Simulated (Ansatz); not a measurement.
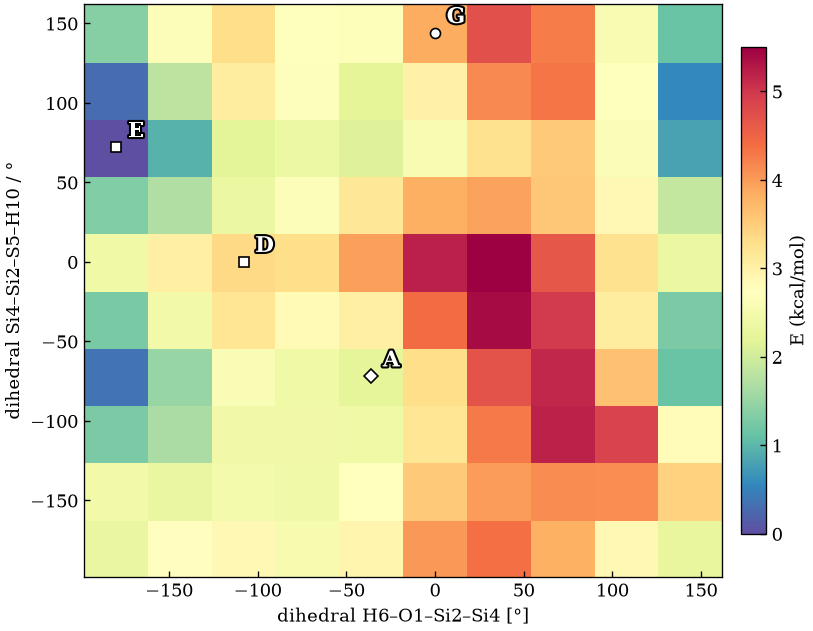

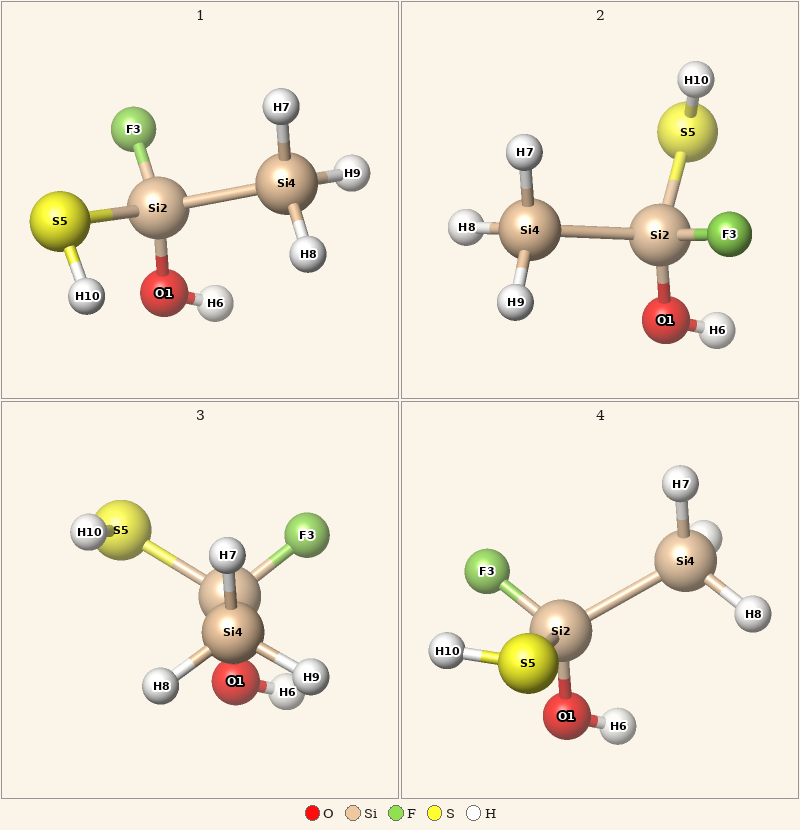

FH5OSSi2, SMILES O[Si](F)([SiH3])S. The first coordinate is: dihedral H6–O1–Si2–Si4; the second: dihedral Si4–Si2–S5–H10. Nothing is relaxed (all other coordinates rigid). The grid has 10 × 10 points. Points are written as (first, second). Energies are in kcal/mol, from the lowest grid point. Method: RKS PBE0-D4/def2-SVP (Ansatz).

In the figure: one coloured cell a grid point, lettered points. The numbered pictures are the structures at these points, in random order.

Q: Which structure belongs to which point?

A: A is structure 1: (−36°, −72°), 2.23 kcal/mol; D is structure 3: (−108°, 0°), 3.35 kcal/mol; E is structure 2: (−180°, 72°), 0.00 kcal/mol; G is structure 4: (0°, 144°), 3.86 kcal/mol.
